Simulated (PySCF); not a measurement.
# UPBE/STO-3G run of SiNH4 (SMILES [NH][SiH3])

Aim: the energy change on altering one bond length of SiNH4 at UPBE/STO-3G, from 2 runs. 

The calculation is run with PySCF 2.14.0.

7 further runs of the same task are left out: 7 set aside as unsound or not needed.

## Step 1: Starting point

The species is SiNH4 (6 atoms), meant as a doublet with charge 0. As SMILES, `[NH][SiH3]`. The coordinates come from a PBE0-D4/def2-TZVP relaxation.

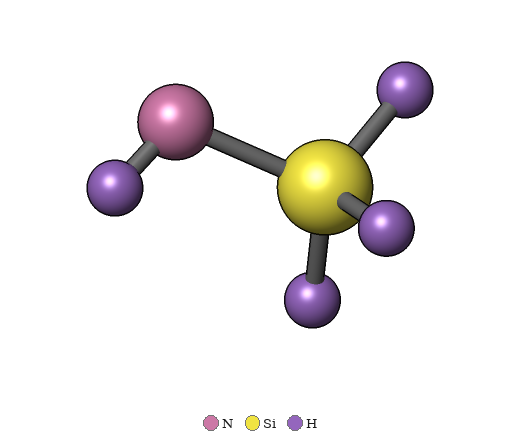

Viewed from a chosen angle; nitrogen pink, silicon yellow, hydrogen purple.

## Step 2: The energy at UPBE/STO-3G

File input.xyz:

```xyz
6
H4NSi
N      0.592100    -0.835200     0.909500
Si    -0.203700     0.347600    -0.110000
H      0.922800    -1.640700     0.372700
H     -1.310600    -0.282300    -0.885500
H      0.789500     0.911800    -1.068900
H     -0.748100     1.434800     0.736200
```

File calc.py:

```python
from pyscf import gto, dft

mol = gto.Mole()
mol.atom = 'input.xyz'
mol.basis = 'sto-3g'
mol.max_memory = 1860
mol.verbose = 3
mol.spin = 1
mol.build()

myscf = dft.UKS(mol)
myscf.xc = 'pbe'
myscf.conv_tol = 1e-10
myscf.grids.level = 5
myscf.kernel()
if not myscf.converged:
    myscf = myscf.newton().run(myscf.mo_coeff, myscf.mo_occ)

etot = myscf.e_tot
print('E = %.10f Eh' % etot)
```

Run with:

```sh
$ OMP_NUM_THREADS=1 python calc.py
```

The program printed:

```text
WARN: HOMO -0.231893529311826 >= LUMO -0.231893529311825

converged SCF energy = -342.243218452455  <S^2> = 0.75211574  2S+1 = 2.0021146
E = -342.2432184525 Eh
```

It took 4.8 s on 1 thread of Arm Neoverse V1, shared host; peak memory 0.2 GiB.

## Step 3: The distorted shape, same level

File run.py:

```python
from pyscf import gto, dft

mol = gto.M(
    atom='''
N    0.327553  -0.190831   1.338919
Si  -0.468247   0.991969   0.319419
H    0.922800  -1.640700   0.372700
H   -1.575147   0.362069  -0.456081
H    0.524953   1.556169  -0.639481
H   -1.012647   2.079169   1.165619
''',
    charge=0,
    basis='sto-3g',
    verbose=3,
    spin=1,
    max_memory=1860,
)

mf = dft.UKS(mol, xc='pbe')
mf.grids.level = 5
mf.conv_tol = 1e-10
mf.kernel()
if not mf.converged:
    mf = mf.newton().run(mf.mo_coeff, mf.mo_occ)

e_tot = mf.e_tot
print('Final energy', e_tot)
```

Run with:

```sh
$ OMP_NUM_THREADS=1 python run.py
```

The program printed:

```text
converged SCF energy = -342.124192453097  <S^2> = 1.0101643  2S+1 = 2.2451408
Final energy -342.1241924530973
```

Run time: 6 s. Hardware: 1 thread of Arm Neoverse V1, shared host; peak memory 0.2 GiB.

## Step 4: Outcome

At UPBE/STO-3G:

| quantity | value |
| --- | --- |
| first shape: total energy | -342.24322 Eh |
| first shape: dipole moment | 1.49 D |
| first shape: HOMO energy (highest over α and β) | -2.52 eV |
| first shape: LUMO energy (lowest over α and β) | -0.65 eV |
| first shape: ⟨S²⟩ | 0.752 |
| distorted shape: total energy | -342.12419 Eh |
| distorted shape: dipole moment | 1.27 D |
| distorted shape: HOMO energy (highest over α and β) | -3.23 eV |
| distorted shape: LUMO energy (lowest over α and β) | -0.55 eV |
| distorted shape: ⟨S²⟩ | 1.010 |
| energy change with the N1–H3 bond stretched from 1.023 to 1.841 Å | 3.239 eV |

With the N1–H3 bond stretched from 1.023 to 1.841 Å the energy rises by 3.24 eV (75 kcal/mol). The first shape isn't relaxed at this level, so the change isn't measured from a minimum. The minimal basis adds a large error of its own. ⟨S²⟩ (distorted shape) is 1.01 where a pure doublet has 0.75: the reference is spin-contaminated. Mulliken charges (distorted shape) run from -0.25 on N1 to +0.54 on Si2; they depend strongly on the basis.
